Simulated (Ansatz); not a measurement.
# GaSiH₃ + H₂: a complex and its separated parts

Aim: how far the complex at one end of a reaction step lies below its separated, relaxed parts, level by level.

Program: Ansatz 0.2.0, Gaussian basis. Level of theory: PBE0-D4/def2-TZVP structures, single points in def2-TZVPP, no counterpoise correction. These are calculated values, not measurements.

Levels: SPW92, PBE-D4, BLYP-D4, r2SCAN-D4, B97M-V, PBE0-D4, B3LYP-D4, r2SCAN0-D4, BHLYP-D4, CAM-B3LYP-D4, wB97X-V, wB97M-V, B2PLYP, PBE-QIDH, RPA on PBE, Hartree-Fock, MP2, CCSD, CCSD(T).

Correlated methods freeze the cores. Filled d shells of the heavier atoms are correlated. B3LYP uses VWN-RPA correlation. B2PLYP carries no dispersion term here.

94 further runs of the same task are left out: 94 set aside as unsound or not needed.

## (1) Where the work starts

The complex: 7 atoms, charge 0, spin multiplicity 1.

Atoms are counted from 1 here; the program's logs count them from 0.

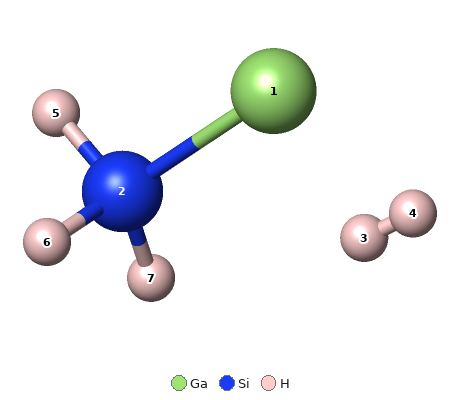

As it starts; gallium green, silicon blue, hydrogen pink; atoms are numbered from 1 in the order of the file.

Coordinates:

```mol
GaH5Si
  3D, bonds by distance, orders not assigned

  7  5  0  0  0  0  0  0  0  0999 V2000
   -0.8349   -0.4765    1.7338 Ga  0  0
    0.8659    0.5384    0.0488 Si  0  0
   -1.6712   -1.0576   -0.6807 H   0  0
   -2.2137   -1.3816   -0.2669 H   0  0
    2.2434    0.0332    0.3524 H   0  0
    0.9407    2.0237    0.2312 H   0  0
    0.6697    0.3204   -1.4187 H   0  0
  1  2  8  0
  2  5  8  0
  2  6  8  0
  2  7  8  0
  3  4  8  0
M  END
```

Its parts: GaSiH₃ holds atoms 1, 2, 5, 6, 7; H₂ holds atoms 3, 4. Each part counts its atoms afresh in its own runs.

## (2) Relaxing GaSiH₃ alone

relax-a/in.yaml reads:

```yaml
crystal:
  periodic: [false, false, false]
  atoms:
    - {symbol: Ga, position_ang: [-0.834881, -0.476469, 1.733849]}
    - {symbol: Si, position_ang: [0.865890, 0.538392, 0.048848]}
    - {symbol: H, position_ang: [2.243392, 0.033225, 0.352358]}
    - {symbol: H, position_ang: [0.940694, 2.023733, 0.231159]}
    - {symbol: H, position_ang: [0.669681, 0.320361, -1.418695]}
basis:
  gaussian: {orbitals: def2-TZVP}
hamiltonian: {xc: pbe0, dispersion: d4}
relax: {f_tol: 0.005, max_steps: 200}
```

Started as:

```sh
> ansatz run in.yaml --threads 2 --pin off --events-out ev --progress --plain --max-ram 4352MiB
```

Output (excerpt; [...] marks lines left out):

```text
Functional definition: PBE0
  name "PBE0"
  cite "Adamo & Barone, J. Chem. Phys. 110, 6158 (1999) doi:10.1063/1.478522"
  cite "Perdew, Burke & Ernzerhof, Phys. Rev. Lett. 77, 3865 (1996) doi:10.1103/PhysRevLett.77.3865"
  parent pbe
[...]
813 factors; their error is unknown
[...]
mean field -60293.50408091 eV, -2215.7454065686 hartree, gradient 4.5e-5 eV, S^2 0.000000; 0 other end points of the search recorded, 0 dependent functions left out
[...]
reference -60293.50410810 eV, -2215.7454075676 hartree; 24, 24 occupied and 79, 79 virtual orbitals, 813 factors
[...]
reference -60293.50969458 eV, -2215.7456128673 hartree; 24, 24 occupied and 79, 79 virtual orbitals, 813 factors
Total energy: -60293.58864594 eV, -2215.7485142762 hartree
Atom 0 at    -0.865595    -0.498877     1.679525 Å, force    -0.000234    -0.000220    -0.001446 eV/Å
Atom 1 at     0.889995     0.555656     0.084928 Å, force     0.001052     0.000691     0.000657 eV/Å
Atom 2 at     2.278587     0.051021     0.332728 Å, force     0.001537    -0.001202     0.000169 eV/Å
Atom 3 at     0.970894     2.046127     0.212206 Å, force    -0.000518     0.001894     0.000002 eV/Å
Atom 4 at     0.610895     0.285315    -1.361868 Å, force    -0.001838    -0.001164     0.000618 eV/Å
Dipole moment:    -0.223333    -0.134219     0.201418 e Å
```

Run time: 8.5 s. Hardware: 2 threads of Arm Neoverse V2, shared host.

Step by step:

```
step  energy from step 1 (eV)  largest force component (eV/Å)
   1                   0.0000                          0.0526
   2                  -0.0033                          0.0540
   3                  -0.0056                          0.0105
   4                  -0.0054                          0.0540
   5                  -0.0056                          0.0019
```

Distances of close pairs at the start and the end, largest changes first:

```
   bond  before (Å)  after (Å)  change (Å)
Ga1–Si2       2.600      2.596      -0.005
 Si2–H5       1.497      1.498      +0.001
 Si2–H4       1.498      1.498      -0.000
 Si2–H3       1.498      1.498      -0.000
```

## (3) Relaxing H₂ alone

relax-b/in.yaml reads:

```yaml
crystal:
  periodic: [false, false, false]
  atoms:
    - {symbol: H, position_ang: [-1.671212, -1.057574, -0.680663]}
    - {symbol: H, position_ang: [-2.213667, -1.381568, -0.266856]}
basis:
  gaussian: {orbitals: def2-TZVP}
hamiltonian: {xc: pbe0, dispersion: d4}
relax: {f_tol: 0.005, max_steps: 200}
```

Started as:

```sh
> ansatz run in.yaml --threads 2 --pin off --events-out ev --progress --plain --max-ram 4352MiB
```

Output (excerpt; [...] marks lines left out):

```text
[... 5 set-up lines as earlier in the session ...]
[...]
88 factors; their error is unknown
[...]
mean field -31.78715810 eV, -1.1681565141 hartree, gradient 1.6e-5 eV, S^2 0.000000; 0 other end points of the search recorded, 0 dependent functions left out
[...]
reference -31.78866853 eV, -1.1682120214 hartree; 1, 1 occupied and 11, 11 virtual orbitals, 88 factors
Total energy: -31.79027509 eV, -1.1682710614 hartree
Atom 0 at    -1.674485    -1.059529    -0.678167 Å, force    -0.001605    -0.000959     0.001224 eV/Å
Atom 1 at    -2.210394    -1.379613    -0.269352 Å, force     0.001605     0.000959    -0.001224 eV/Å
Dipole moment:     0.000000     0.000000    -0.000000 e Å
```

Run time: 0.15 s. Hardware: 2 threads of Arm Neoverse V2, shared host.

The steps of the relaxation:

```
step  energy from step 1 (eV)  largest force component (eV/Å)
   1                   0.0000                          0.2312
   2                  -0.0015                          0.0016
```

The bond:

| bond | before (Å) | after (Å) | change (Å) |
| --- | --- | --- | --- |
| H1–H2 | 0.755 | 0.746 | -0.009 |

## (4) SPW92/def2-TZVPP

parta/in.yaml reads:

```yaml
crystal:
  periodic: [false, false, false]
  atoms:
    - {symbol: Ga, position_ang: [-0.865595, -0.498877, 1.679525]}
    - {symbol: Si, position_ang: [0.889995, 0.555656, 0.084928]}
    - {symbol: H, position_ang: [2.278587, 0.051021, 0.332728]}
    - {symbol: H, position_ang: [0.970894, 2.046127, 0.212206]}
    - {symbol: H, position_ang: [0.610895, 0.285315, -1.361868]}
basis:
  gaussian: {orbitals: def2-TZVPP}
hamiltonian: {xc: lda}
```

partb/in.yaml reads:

```yaml
crystal:
  periodic: [false, false, false]
  atoms:
    - {symbol: H, position_ang: [-1.674485, -1.059529, -0.678167]}
    - {symbol: H, position_ang: [-2.210394, -1.379613, -0.269352]}
basis:
  gaussian: {orbitals: def2-TZVPP}
hamiltonian: {xc: lda}
```

The same command starts each run, in its folder.

Started as:

```sh
> ansatz run in.yaml --threads 2 --pin off --events-out ev --progress --plain --max-ram 4352MiB
```

Output in parta (excerpt; [...] marks lines left out):

```text
Functional definition: SPW92
  name "SPW92"
  cite "Dirac, Proc. Camb. Phil. Soc. 26, 376 (1930) doi:10.1017/S0305004100016108"
  cite "Slater, Phys. Rev. 81, 385 (1951) doi:10.1103/PhysRev.81.385"
  cite "Perdew & Wang, Phys. Rev. B 45, 13244 (1992) doi:10.1103/PhysRevB.45.13244"
[...]
833 factors; their error is unknown
[...]
mean field -60188.95927582 eV, -2211.9034558447 hartree, gradient 4.1e-5 eV, S^2 0.000000; 0 other end points of the search recorded, 0 dependent functions left out
reference -60188.95931012 eV, -2211.9034571049 hartree; 24, 24 occupied and 108, 108 virtual orbitals, 833 factors
Total energy: -60188.95931012 eV, -2211.9034571049 hartree
```

Log of partb (excerpt; [...] marks lines left out):

```text
[... 5 set-up lines as earlier in the session ...]
[...]
118 factors; their error is unknown
[...]
mean field -30.93530616 eV, -1.1368515327 hartree, gradient 4.4e-5 eV, S^2 0.000000; 0 other end points of the search recorded, 0 dependent functions left out
reference -30.93532684 eV, -1.1368522926 hartree; 1, 1 occupied and 27, 27 virtual orbitals, 118 factors
Total energy: -30.93532684 eV, -1.1368522926 hartree
```

Wall times: 0.65 s (parta), 0.1 s (partb) on 2 threads of Arm Neoverse V2, shared host.

## (5) PBE-D4/def2-TZVPP

Each input of step 4 (parta, partb) changes in the same lines:

```diff
-hamiltonian: {xc: lda}
+hamiltonian: {xc: pbe, dispersion: d4}
```

Each run has its own folder and the same command.

Started as:

```sh
> ansatz run in.yaml --threads 2 --pin off --events-out ev --progress --plain --max-ram 4352MiB
```

parta printed (excerpt; [...] marks lines left out):

```text
Functional definition: PBE
  name "PBE"
[... 2 set-up lines as earlier in the session ...]
[...]
833 factors; their error is unknown
[...]
mean field -60291.70919931 eV, -2215.6794458864 hartree, gradient 4.1e-5 eV, S^2 0.000000; 0 other end points of the search recorded, 0 dependent functions left out
reference -60291.70923548 eV, -2215.6794472157 hartree; 24, 24 occupied and 108, 108 virtual orbitals, 833 factors
Total energy: -60291.80225954 eV, -2215.6828657868 hartree
```

Output in partb (excerpt; [...] marks lines left out):

```text
[... 4 set-up lines as earlier in the session ...]
[...]
118 factors; their error is unknown
[...]
mean field -31.73222439 eV, -1.1661377373 hartree, gradient 3.1e-5 eV, S^2 0.000000; 0 other end points of the search recorded, 0 dependent functions left out
reference -31.73224606 eV, -1.1661385339 hartree; 1, 1 occupied and 27, 27 virtual orbitals, 118 factors
Total energy: -31.73426529 eV, -1.1662127393 hartree
```

Times: 1 s (parta), 0.1 s (partb) on 2 threads of Arm Neoverse V2, shared host.

## (6) BLYP-D4/def2-TZVPP

The same edit goes into each in.yaml of step 5 (parta, partb):

```diff
-hamiltonian: {xc: pbe, dispersion: d4}
+hamiltonian: {xc: {name: BLYP}, dispersion: d4}
```

Each run has its own folder and the same command.

Started as:

```sh
> ansatz run in.yaml --threads 2 --pin off --events-out ev --progress --plain --max-ram 4352MiB
```

Output in parta (excerpt; [...] marks lines left out):

```text
Functional definition: BLYP
  name "BLYP"
  cite "Becke, Phys. Rev. A 38, 3098 (1988) doi:10.1103/PhysRevA.38.3098"
  cite "Lee, Yang & Parr, Phys. Rev. B 37, 785 (1988) doi:10.1103/PhysRevB.37.785"
[...]
833 factors; their error is unknown
[...]
mean field -60305.80185412 eV, -2216.1973413984 hartree, gradient 6.8e-5 eV, S^2 0.000000; 0 other end points of the search recorded, 0 dependent functions left out
reference -60305.80216484 eV, -2216.1973528169 hartree; 24, 24 occupied and 108, 108 virtual orbitals, 833 factors
Total energy: -60306.00106774 eV, -2216.2046623638 hartree
```

partb printed (excerpt; [...] marks lines left out):

```text
[... 4 set-up lines as earlier in the session ...]
[...]
118 factors; their error is unknown
[...]
mean field -31.82604687 eV, -1.1695856500 hartree, gradient 8.3e-5 eV, S^2 0.000000; 0 other end points of the search recorded, 0 dependent functions left out
reference -31.82623929 eV, -1.1695927214 hartree; 1, 1 occupied and 27, 27 virtual orbitals, 118 factors
Total energy: -31.83113721 eV, -1.1697727164 hartree
```

Times: 1.1 s (parta), 0.1 s (partb) on 2 threads of Arm Neoverse V2, shared host.

## (7) r2SCAN-D4/def2-TZVPP

The same edit goes into each in.yaml of step 6 (parta, partb):

```diff
-hamiltonian: {xc: {name: BLYP}, dispersion: d4}
+hamiltonian: {xc: r2scan, dispersion: d4}
```

One command serves all of them, each in its own folder.

Started as:

```sh
> ansatz run in.yaml --threads 2 --pin off --events-out ev --progress --plain --max-ram 4352MiB
```

Log of parta (excerpt; [...] marks lines left out):

```text
Functional definition: r2SCAN
  name "r2SCAN"
  cite "Furness, Kaplan, Ning, Perdew & Sun, J. Phys. Chem. Lett. 11, 8208 (2020) doi:10.1021/acs.jpclett.0c02405"
  cite "Furness, Kaplan, Ning, Perdew & Sun, J. Phys. Chem. Lett. 11, 9248 (2020) doi:10.1021/acs.jpclett.0c03077"
  parent r2scan
[...]
833 factors; their error is unknown
[...]
mean field -60302.59222259 eV, -2216.0793896150 hartree, gradient 2.4e-5 eV, S^2 0.000000; 0 other end points of the search recorded, 0 dependent functions left out
reference -60302.59223379 eV, -2216.0793900269 hartree; 24, 24 occupied and 108, 108 virtual orbitals, 833 factors
Total energy: -60302.61195905 eV, -2216.0801149167 hartree
```

partb printed (excerpt; [...] marks lines left out):

```text
[... 5 set-up lines as earlier in the session ...]
[...]
118 factors; their error is unknown
[...]
mean field -31.87204786 eV, -1.1712761551 hartree, gradient 4.1e-5 eV, S^2 0.000000; 0 other end points of the search recorded, 0 dependent functions left out
reference -31.87205448 eV, -1.1712763983 hartree; 1, 1 occupied and 27, 27 virtual orbitals, 118 factors
Total energy: -31.87255586 eV, -1.1712948239 hartree
```

They took 2.6 s (parta), 0.3 s (partb) on 2 threads of Arm Neoverse V2, shared host.

## (8) B97M-V/def2-TZVPP

Each input of step 7 (parta, partb) changes in the same lines:

```diff
-hamiltonian: {xc: r2scan, dispersion: d4}
+hamiltonian: {xc: {name: B97M-V}}
```

Each run has its own folder and the same command.

Started as:

```sh
> ansatz run in.yaml --threads 2 --pin off --events-out ev --progress --plain --max-ram 4352MiB
```

Log of parta (excerpt; [...] marks lines left out):

```text
Functional definition: B97M-V
  name "B97M-V"
  cite "Mardirossian & Head-Gordon, J. Chem. Phys. 142, 074111 (2015) doi:10.1063/1.4907719"
  cite "Becke, J. Chem. Phys. 107, 8554 (1997) doi:10.1063/1.475007"
  cite "Vydrov & Van Voorhis, J. Chem. Phys. 133, 244103 (2010) doi:10.1063/1.3521275"
  # Of w^i u^j: cxij and so on, Table III.
[...]
  gx(w, u) = cx00 + cx01*u + cx02*u^2 + (cx10 + cx11*u)*w
[...]
  gos(w, u) = cos00 + cos01*u + cos03*u^3 + cos10*w + cos32*w^3*u^2
[...]
      + integral(e_c_pw_mod_opposite_spin*gos(b97_w_opposite, b97_u_opposite)) + vv10(b, c)
833 factors; their error is unknown
[...]
mean field -60291.73099145 eV, -2215.6802467326 hartree, gradient 5.8e-5 eV, S^2 0.000000; 0 other end points of the search recorded, 0 dependent functions left out
reference -60291.73104611 eV, -2215.6802487416 hartree; 24, 24 occupied and 108, 108 virtual orbitals, 833 factors
Total energy: -60291.73104611 eV, -2215.6802487416 hartree
```

Log of partb (excerpt; [...] marks lines left out):

```text
[... 5 set-up lines as earlier in the session ...]
  # Of w^i u^j: cxij and so on, Table III.
[...]
  gx(w, u) = cx00 + cx01*u + cx02*u^2 + (cx10 + cx11*u)*w
  gss(w, u) = css00 + css02*u^2 + css10*w + (css32*w^3 + css42*w^4)*u^2
  gos(w, u) = cos00 + cos01*u + cos03*u^3 + cos10*w + cos32*w^3*u^2
[...]
      + integral(e_c_pw_mod_opposite_spin*gos(b97_w_opposite, b97_u_opposite)) + vv10(b, c)
118 factors; their error is unknown
[...]
mean field -31.90528449 eV, -1.1724975788 hartree, gradient 8.2e-6 eV, S^2 0.000000; 0 other end points of the search recorded, 0 dependent functions left out
reference -31.90531417 eV, -1.1724986696 hartree; 1, 1 occupied and 27, 27 virtual orbitals, 118 factors
Total energy: -31.90531417 eV, -1.1724986696 hartree
```

Times: 5.5 s (parta), 0.25 s (partb) on 2 threads of Arm Neoverse V2, shared host.

## (9) PBE0-D4/def2-TZVPP

The same edit goes into each in.yaml of step 8 (parta, partb):

```diff
-hamiltonian: {xc: {name: B97M-V}}
+hamiltonian: {xc: pbe0, dispersion: d4}
+output: {orbitals: {seedname: orbitals}}
```

The same command starts each run, in its folder.

Started as:

```sh
> ansatz run in.yaml --threads 2 --pin off --events-out ev --progress --plain --max-ram 4352MiB
```

Output in parta (excerpt; [...] marks lines left out):

```text
[... 5 set-up lines as earlier in the session ...]
[...]
881 factors; their error is unknown
[...]
mean field -60293.52378329 eV, -2215.7461306175 hartree, gradient 5.5e-6 eV, S^2 0.000000; 0 other end points of the search recorded, 0 dependent functions left out
reference -60293.52381035 eV, -2215.7461316121 hartree; 24, 24 occupied and 108, 108 virtual orbitals, 881 factors
Total energy: -60293.60276171 eV, -2215.7490330210 hartree
```

Log of partb (excerpt; [...] marks lines left out):

```text
[... 5 set-up lines as earlier in the session ...]
[...]
118 factors; their error is unknown
[...]
mean field -31.79610711 eV, -1.1684853841 hartree, gradient 5.5e-5 eV, S^2 0.000000; 0 other end points of the search recorded, 0 dependent functions left out
reference -31.79612310 eV, -1.1684859718 hartree; 1, 1 occupied and 27, 27 virtual orbitals, 118 factors
Total energy: -31.79772966 eV, -1.1685450118 hartree
```

Times: 1.6 s (parta), 0.1 s (partb) on 2 threads of Arm Neoverse V2, shared host.

## (10) B3LYP-D4/def2-TZVPP

The same edit goes into each in.yaml of step 9 (parta, partb):

```diff
-hamiltonian: {xc: pbe0, dispersion: d4}
-output: {orbitals: {seedname: orbitals}}
+hamiltonian: {xc: {name: B3LYP}, dispersion: d4}
```

The same command starts each run, in its folder.

Started as:

```sh
> ansatz run in.yaml --threads 2 --pin off --events-out ev --progress --plain --max-ram 4352MiB
```

Output in parta (excerpt; [...] marks lines left out):

```text
Functional definition: B3LYP
  name "B3LYP"
  cite "Stephens, Devlin, Chabalowski & Frisch, J. Phys. Chem. 98, 11623 (1994) doi:10.1021/j100096a001"
[... 2 set-up lines as earlier in the session ...]
  cite "Vosko, Wilk & Nusair, Can. J. Phys. 58, 1200 (1980) doi:10.1139/p80-159"
[...]
871 factors; their error is unknown
[...]
mean field -60306.04856273 eV, -2216.2064077723 hartree, gradient 5.0e-6 eV, S^2 0.000000; 0 other end points of the search recorded, 0 dependent functions left out
reference -60306.04879405 eV, -2216.2064162733 hartree; 24, 24 occupied and 108, 108 virtual orbitals, 871 factors
Total energy: -60306.20220280 eV, -2216.2120539409 hartree
```

Log of partb (excerpt; [...] marks lines left out):

```text
[... 6 set-up lines as earlier in the session ...]
[...]
118 factors; their error is unknown
[...]
mean field -32.10922591 eV, -1.1799922877 hartree, gradient 4.6e-5 eV, S^2 0.000000; 0 other end points of the search recorded, 0 dependent functions left out
reference -32.10936801 eV, -1.1799975099 hartree; 1, 1 occupied and 27, 27 virtual orbitals, 118 factors
Total energy: -32.11251911 eV, -1.1801133106 hartree
```

Times: 1.6 s (parta), 0.1 s (partb) on 2 threads of Arm Neoverse V2, shared host.

## (11) r2SCAN0-D4/def2-TZVPP

The same edit goes into each in.yaml of step 10 (parta, partb):

```diff
-hamiltonian: {xc: {name: B3LYP}, dispersion: d4}
+hamiltonian: {xc: {name: r2SCAN0}, dispersion: d4}
```

The same command starts each run, in its folder.

Started as:

```sh
> ansatz run in.yaml --threads 2 --pin off --events-out ev --progress --plain --max-ram 4352MiB
```

parta printed (excerpt; [...] marks lines left out):

```text
Functional definition: r2SCAN0
  name "r2SCAN0"
  cite "Bursch, Neugebauer, Ehlert & Grimme, J. Chem. Phys. 156, 134105 (2022) doi:10.1063/5.0086040"
[... 3 set-up lines as earlier in the session ...]
[...]
881 factors; their error is unknown
[...]
mean field -60301.77844909 eV, -2216.0494839905 hartree, gradient 8.7e-6 eV, S^2 0.000000; 0 other end points of the search recorded, 0 dependent functions left out
reference -60301.77845801 eV, -2216.0494843183 hartree; 24, 24 occupied and 108, 108 virtual orbitals, 881 factors
Total energy: -60301.80308496 eV, -2216.0503893420 hartree
```

partb printed (excerpt; [...] marks lines left out):

```text
[... 6 set-up lines as earlier in the session ...]
[...]
118 factors; their error is unknown
[...]
mean field -31.85186499 eV, -1.1705344484 hartree, gradient 1.4e-5 eV, S^2 0.000000; 0 other end points of the search recorded, 0 dependent functions left out
reference -31.85187012 eV, -1.1705346368 hartree; 1, 1 occupied and 27, 27 virtual orbitals, 118 factors
Total energy: -31.85241149 eV, -1.1705545320 hartree
```

Wall times: 3 s (parta), 0.3 s (partb) on 2 threads of Arm Neoverse V2, shared host.

## (12) BHLYP-D4/def2-TZVPP

The same edit goes into each in.yaml of step 11 (parta, partb):

```diff
-hamiltonian: {xc: {name: r2SCAN0}, dispersion: d4}
+hamiltonian: {xc: {name: BHLYP}, dispersion: d4}
```

One command serves all of them, each in its own folder.

Started as:

```sh
> ansatz run in.yaml --threads 2 --pin off --events-out ev --progress --plain --max-ram 4352MiB
```

Output in parta (excerpt; [...] marks lines left out):

```text
Functional definition: BHLYP
  name "BHLYP"
  cite "Becke, J. Chem. Phys. 98, 1372 (1993) doi:10.1063/1.464304"
[... 2 set-up lines as earlier in the session ...]
[...]
940 factors; their error is unknown
[...]
mean field -60303.18035376 eV, -2216.1010030371 hartree, gradient 7.8e-5 eV, S^2 0.000000; 0 other end points of the search recorded, 0 dependent functions left out
reference -60303.18051005 eV, -2216.1010087804 hartree; 24, 24 occupied and 108, 108 virtual orbitals, 940 factors
Total energy: -60303.32402425 eV, -2216.1062828301 hartree
```

Output in partb (excerpt; [...] marks lines left out):

```text
[... 5 set-up lines as earlier in the session ...]
[...]
118 factors; their error is unknown
[...]
mean field -31.83804915 eV, -1.1700267257 hartree, gradient 5.6e-5 eV, S^2 0.000000; 0 other end points of the search recorded, 0 dependent functions left out
reference -31.83814471 eV, -1.1700302376 hartree; 1, 1 occupied and 27, 27 virtual orbitals, 118 factors
Total energy: -31.83988831 eV, -1.1700943136 hartree
```

Wall times: 1.4 s (parta), 0.1 s (partb) on 2 threads of Arm Neoverse V2, shared host.

(Part 1 of 2 ends here.)
